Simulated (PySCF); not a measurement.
**C$_{6}$H$_{14}$AlFO: density, localisation and related maps**

```xyz
23

C    -3.0232    0.7552    1.5397
C    -2.2555   -0.2462    1.1535
C    -0.7621   -0.1811    1.1822
F    -0.2906   -1.0084    2.1898
O    -0.2214   -0.6331   -0.0108
Al   -1.2969   -1.3543   -1.4182
C     1.1999   -0.4906   -0.1246
C     1.5966    0.9040   -0.5958
C     3.1037    1.0000   -0.7992
H    -2.6137    1.6984    1.8652
H    -4.0952    0.6729    1.5318
H    -2.6470   -1.2063    0.8423
H    -0.3970    0.8254    1.4440
H    -2.2892   -0.1359   -1.5683
H    -1.8338   -2.6813   -0.7594
H    -0.1337   -1.4753   -2.4686
H     1.6653   -0.7447    0.8329
H     1.4980   -1.2291   -0.8721
H     1.2791    1.6546    0.1321
H     1.0743    1.1007   -1.5353
H     3.3763    1.9997   -1.1259
H     3.4315    0.2898   -1.5536
H     3.6298    0.7856    0.1285
```

Geometry: GFN2-xTB.

Level of theory: PBE0/pcSseg-1, SCF density, gas phase, non-relativistic (PySCF).

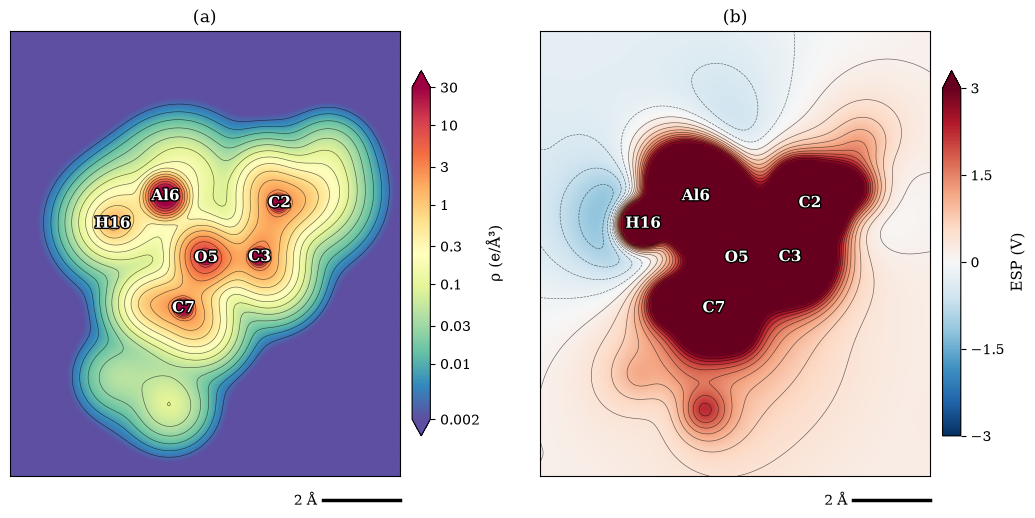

Figure 1. (a) total electron density; (b) molecular electrostatic potential on the plane of atoms C3, O5 and Al6.

Interpret the plot.

The plane passes through C, O, Al and H nuclei.
C–O (1.39 Å): ρ is about 2.2 e/Å³ halfway, with its minimum of 1.9 e/Å³ about 0.5 Å from C.
Al–O (1.91 Å): ρ at the midpoint is about 0.48 e/Å³.
C–O (1.43 Å): ρ at the midpoint is about 1.9 e/Å³, with its minimum of 1.6 e/Å³ about 0.5 Å from C.
C–C (1.50 Å): the density is about 1.8 e/Å³ at the midpoint.
Outside the dense part of the molecule the potential is most negative (−1.2 V) near H16.

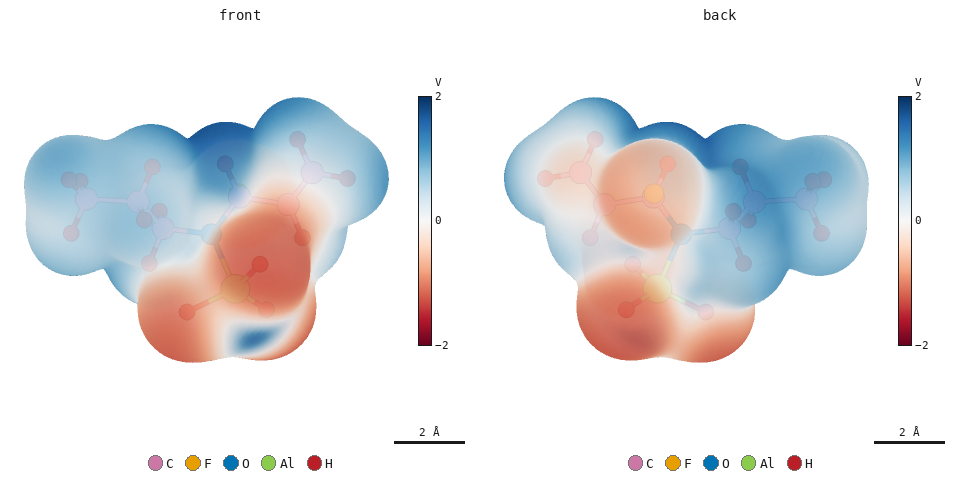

Figure 2. The electrostatic potential painted on the density surface at 0.002 e/bohr³, seen from the front and from behind; the colour scale runs from red (negative) to blue (positive).

Describe the electrostatic potential map.

The most negative region (about −1.2 V) lies over H14 and H15, the most positive (about +1.7 V) over H13.

What dipole moment does the calculation give?

Its dipole moment is 4.63 D.
